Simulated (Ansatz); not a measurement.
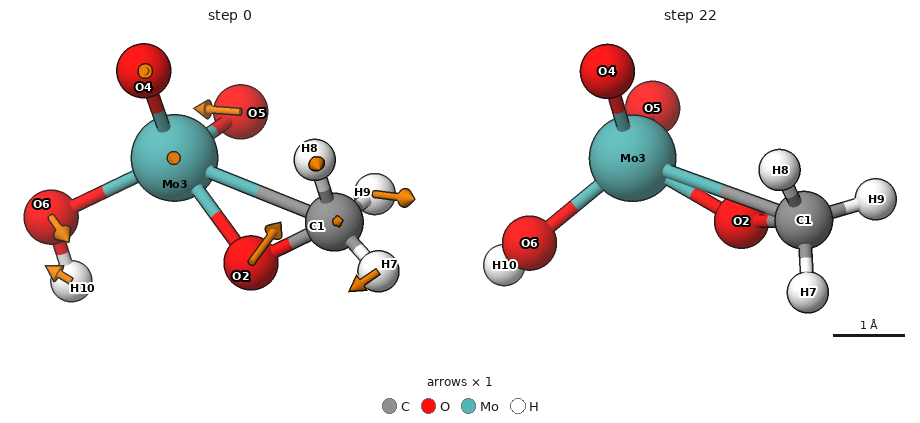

The structure of CH4MoO4 (coarse preliminary run) before (left) and after (right) a relaxation, at one scale. The orange arrows give the displacements, at their true length.

A ball-and-stick model, seen from a free direction.

The start comes from a force field.

Level of theory: Ansatz, RKS PBE-D4/def2-SVP. Settings: force threshold 0.03 eV/Å; at most 200 steps.

Q: Describe what moved and what it gained.

A: The largest moves after the best rigid fit, 0.93 Å, are those of O2 and H9. By element the largest moves are O 0.93 Å, H 0.92 Å, Mo 0.21 Å, C 0.16 Å. Near-neighbour distances that change, for instance: C1–Mo3 2.795 → 3.066 Å, O2–Mo3 2.059 → 1.865 Å, Mo3–O6 2.062 → 1.890 Å, Mo3–O5 1.788 → 1.703 Å. Among the angles between lasting bonds that change: C1–O2–Mo3 106.9° → 138.1°, Mo3–O6–H10 104.0° → 121.8°, H7–C1–H8 113.7° → 108.9°. Groups turn about Mo3–O6 by about 70°. Over 18 accepted moves (22 points after the start) the energy falls by 152.4 kJ/mol. The largest force component goes from 3 to 0.019 eV/Å. The line search rejected the trial steps at points 6, 8, 16, 20 of the run. The forces were under the threshold at step 13, but the run went on from there.
